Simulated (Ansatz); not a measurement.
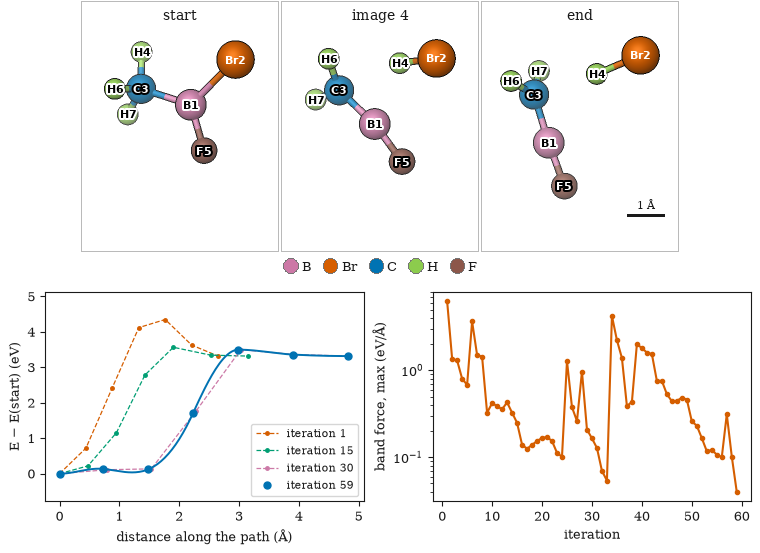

A nudged-elastic-band calculation for CH3BBrF. Images are numbered from 0 (start) to 6 (end). The plot follows the band through its iterations. A ball-and-stick model, seen at a tilt.

These are results of Ansatz 0.2.0, RKS PBE0/def2-SVP, not measurements. Set-up: 5 movable images; climbing image; force threshold 0.05 eV/Å; iteration limit 60; starting path by straight interpolation.

Did the band converge, and can the barrier be trusted?

The run is converged, with reservations. The band converged in 59 iterations. The largest component of the band force went from 6.2 to 0.04 eV/Å. The climbing image converged on the top of the path. Its curvatures weren't checked. The straight starting path can push atoms close together and costs iterations. The first iteration put the highest image at 4.35 eV. Forward barrier 3.50 eV, backward barrier 0.18 eV, with image 4 at the top; the reaction energy is +3.32 eV.
